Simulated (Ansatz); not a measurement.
Pulling on the Sn1–H3 bond in H5NSn (SMILES [NH2][SnH3]) (multiplicity 1 held, fragments rigid). Energies count from the point at 1.709 Å.
Geometry at that point (charge 0, multiplicity 1):
| atom | x (Å) | y (Å) | z (Å) |
|---|---|---|---|
| Sn | -0.2822 | 0.0278 | 0.0238 |
| N | 1.7430 | -0.1435 | -0.2375 |
| H | -0.9860 | -1.0254 | -1.1231 |
| H | -0.6513 | 1.6659 | -0.2925 |
| H | -0.8107 | -0.3950 | 1.6067 |
| H | 2.0810 | -1.0886 | -0.0975 |
| H | 2.2736 | 0.4597 | 0.3804 |

R- and RO- levels are restricted; in cc, def2 and unpolarised 6-31G sets they are followed outwards from rest. U- levels take the lowest unrestricted solution at each point, which mixes spins at long bonds. Active spaces are followed from a long bond inwards. Curves can end on different states.

Cores are frozen in the correlated methods. Filled d and f shells under p-block atoms count as core.

Programs: Ansatz (a quantum-chemistry and plane-wave program) with Gaussian orbitals.  In def2 rows elements past Kr take small-core potentials, without spin–orbit coupling.

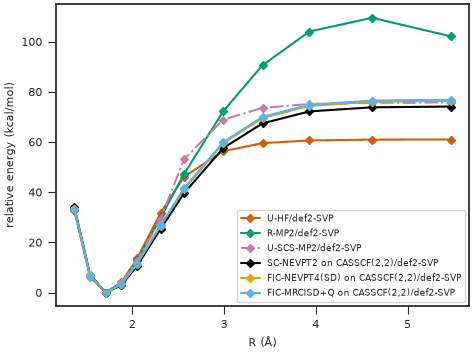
Figure: Relative energy along the coordinate

Read off the U-HF/def2-SVP curve at R = 4.614.

about 61 kcal/mol

Doubts at one or more of the structures used: a spin-contaminated determinant (U-HF/def2-SVP, U-SCS-MP2/def2-SVP); a restricted determinant that unrestricted orbitals would lower (R-MP2/def2-SVP).
